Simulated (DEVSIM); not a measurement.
Device: abrupt Si p-n junction, at 300 K.

```csv
layer (left to right),material,thickness (μm),Nd (cm⁻³),Na (cm⁻³),τn (s),τp (s)
1,Si,20.0,-,3.4e17,0.00035,0.00035
2,Si,32.0,3.3e17,-,0.00035,0.00035
```

Left contact: ohmic. Right contact: ohmic. Voltage is applied to the left contact. Recombination: SRH at mid-gap, Auger. Mobility is μmin + (μ − μmin)/(1 + (N/Nref)^α).

This is a model device: material constants are rounded textbook-type values typed into the input, and sizes, dopings and lifetimes were drawn at random. Values at 300 K.

| parameter | Si |
|---|---|
| gap (eV) | 1.124 |
| affinity (eV) | 4.05 |
| permittivity | 11.7 |
| Nc (cm⁻³) | 2.86e19 |
| Nv (cm⁻³) | 3.1e19 |
| μn (cm²/Vs) | 1417 |
| μp (cm²/Vs) | 470 |
| μn,min | 52 |
| μp,min | 45 |
| Nref,n | 9.7e16 |
| Nref,p | 2.2e17 |
| αn | 0.68 |
| αp | 0.72 |
| Cn (cm⁶/s) | 2.8e-31 |
| Cp (cm⁶/s) | 9.9e-32 |

Simulated with DEVSIM: 1D drift-diffusion, Boltzmann statistics, complete ionisation; no tunnelling, impact ionisation, image-force lowering or self-heating.

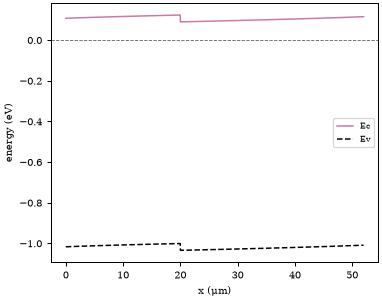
*Band edges at 0.9 V on the left contact*

Energies count from the Fermi level of the right contact; mesh points crowd at the junctions.

| x (μm) | Ec (eV) | Ev (eV) | n (cm⁻³) | p (cm⁻³) | field (V/cm) |
|---|---|---|---|---|---|
| 0.000 | 0.107 | -1.017 | 340 | 3.4e17 | 11 |
| 0.04818 | 0.107 | -1.017 | 3.9e14 | 3.4e17 | 11 |
| 0.1929 | 0.108 | -1.016 | 1.6e15 | 3.4e17 | 11 |
| 0.6273 | 0.108 | -1.016 | 5.1e15 | 3.5e17 | 11 |
| 2.685 | 0.110 | -1.014 | 2.1e16 | 3.6e17 | ≈ 0 |
| 8.110 | 0.115 | -1.009 | 5.8e16 | 4.0e17 | ≈ 0 |
| 15.76 | 0.121 | -1.003 | 1.0e17 | 4.4e17 | ≈ 0 |
| 19.04 | 0.123 | -1.001 | 1.2e17 | 4.6e17 | ≈ 0 |
| 19.70 | 0.123 | -1.001 | 1.2e17 | 4.6e17 | ≈ 0 |
| 19.91 | 0.123 | -1.001 | 1.2e17 | 4.6e17 | ≈ 0 |
| 19.99 | 0.122 | -1.002 | 1.3e17 | 4.3e17 | -3300 |
| 20.04 | 0.090 | -1.034 | 4.6e17 | 1.3e17 | -14 |
| 20.17 | 0.090 | -1.034 | 4.6e17 | 1.3e17 | ≈ 0 |
| 20.55 | 0.090 | -1.034 | 4.6e17 | 1.3e17 | ≈ 0 |
| 22.48 | 0.091 | -1.032 | 4.5e17 | 1.2e17 | ≈ 0 |
| 27.51 | 0.095 | -1.029 | 4.3e17 | 1.0e17 | ≈ 0 |
| 40.46 | 0.104 | -1.020 | 3.9e17 | 5.6e16 | ≈ 0 |
| 48.18 | 0.111 | -1.013 | 3.5e17 | 2.1e16 | ≈ 0 |
| 51.10 | 0.114 | -1.010 | 3.4e17 | 5.2e15 | 11 |
| 51.72 | 0.115 | -1.009 | 3.3e17 | 1.7e15 | 11 |
| 51.92 | 0.115 | -1.009 | 3.3e17 | 4.6e14 | 11 |
| 52.00 | 0.115 | -1.009 | 3.3e17 | 350 | 11 |
